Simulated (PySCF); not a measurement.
SMILES CCCCSC (C5H12S) at its GFN2-xTB optimised geometry (Å):

```
18

C      1.9739    -1.0324     0.0000
C      0.4503    -1.0324     0.0000
C     -0.1123     0.3879     0.0000
C     -1.6323     0.3822     0.0144
S     -2.3567     2.0506    -0.1156
C     -2.0023     2.6875     1.5469
H      2.3567    -0.5295     0.8856
H      2.3547    -0.5155    -0.8781
H      2.3556    -2.0506    -0.0080
H      0.0861    -1.5652     0.8818
H      0.0859    -1.5640    -0.8818
H      0.2642     0.9215     0.8758
H      0.2326     0.9192    -0.8897
H     -2.0236    -0.0780     0.9229
H     -2.0219    -0.1559    -0.8496
H     -2.5054     3.6454     1.6250
H     -0.9326     2.8225     1.6760
H     -2.3971     1.9985     2.2884
```

Calculation: PBE0/def2-SVP run with PySCF. Cells within 0.4 Å of a nucleus heavier than hydrogen are left out (blank, or x).

Map of the deformation density (molecule minus spherical neutral atoms) (e/bohr³) on the plane z = 1.2 Å:

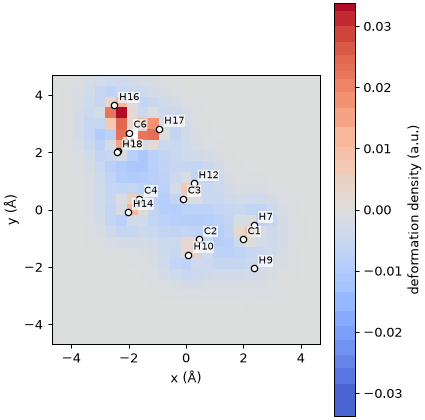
Figure. Deformation density (molecule minus spherical neutral atoms) (e/bohr³) on the plane z = 1.2 Å.
